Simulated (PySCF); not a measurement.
**C3H8O3Si2: density, localisation and related maps**

The calculation's input:

```
{"job": {"kind": "nmr", "xc": "PBE0", "basis": "pcSseg-1"}, "charge": 0, "multiplicity": 1}
O      3.066024    -1.502520     0.878002
C      2.320697    -0.649794     0.469182
O      2.710095     0.294400    -0.402403
Si     0.448430    -0.540006     0.896904
C     -0.593830    -0.932252    -0.634329
C     -1.822572     0.004850    -0.596544
Si    -1.258636     1.624938     0.212906
O     -0.017135     1.039680     1.189569
H      3.652500     0.135613    -0.588199
H      0.223305    -1.397676     2.090352
H      0.037734    -0.694185    -1.507874
H     -0.873210    -1.993558    -0.726413
H     -2.613834    -0.427364     0.040417
H     -2.267736     0.143776    -1.594910
H     -0.722092     2.617414    -0.765023
H     -2.308630     2.273852     1.049100
```

Run with:

```sh
OMP_NUM_THREADS=1 python probes_run.py task.json out
```

Geometry: PBE0-D3(BJ)/def2-SVP.

Theory: PySCF 2.14.0, PBE0/pcSseg-1, SCF density, gas phase, non-relativistic.

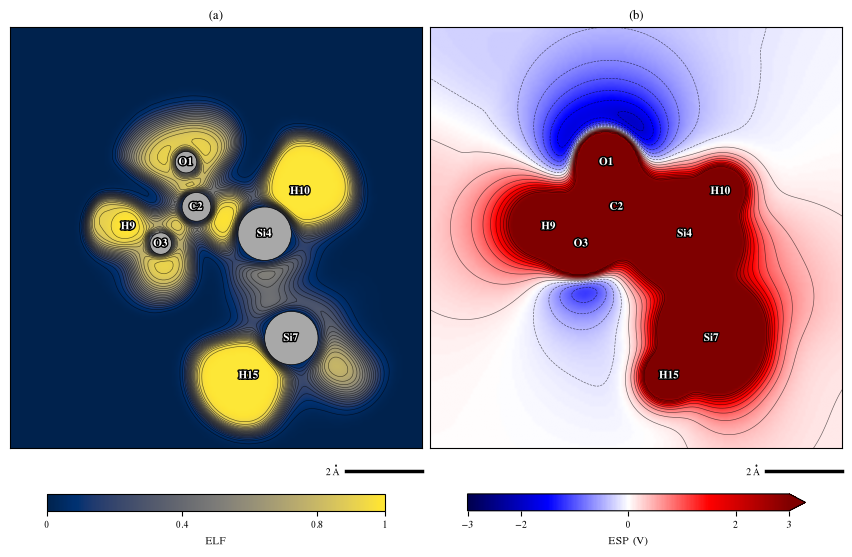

Figure 1. (a) ELF; (b) electrostatic potential on the plane of atoms O1, C2 and O3. Grey discs cover the atomic cores in the ELF map.

**Describe what can be read from this map.**

The plane passes through O, C, Si and H nuclei. C–O (1.20 Å): the ELF peaks at about 0.85 between the atoms: a multiple bond. O–H (0.97 Å): the ELF climbs to about 1 towards the hydrogen, as it does in any bond to H: a covalent bond by its length. C–O (1.34 Å): the ELF peaks at about 0.90 between the atoms, as expected for a polar covalent bond. The ELF also peaks beside O3 and O1, away from the bonds: lone-pair regions. Outside the dense part of the molecule the potential is most negative (−2.0 V) near O1.

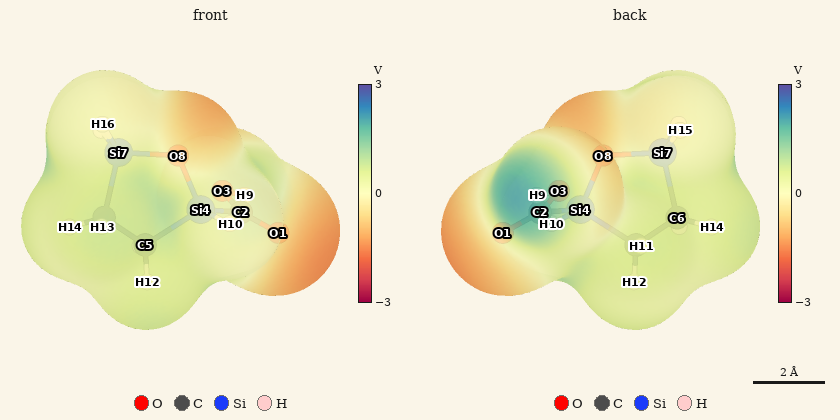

Figure 2. The molecular electrostatic potential painted on the density surface at 0.001 e/bohr³, seen from the front and from behind; red is negative and blue positive.

**Where is the surface potential most negative and most positive?**

The most negative region (about −1.4 V) lies over O1, the most positive (about +1.9 V) over H9. O1 is the likeliest acceptor of a hydrogen bond.
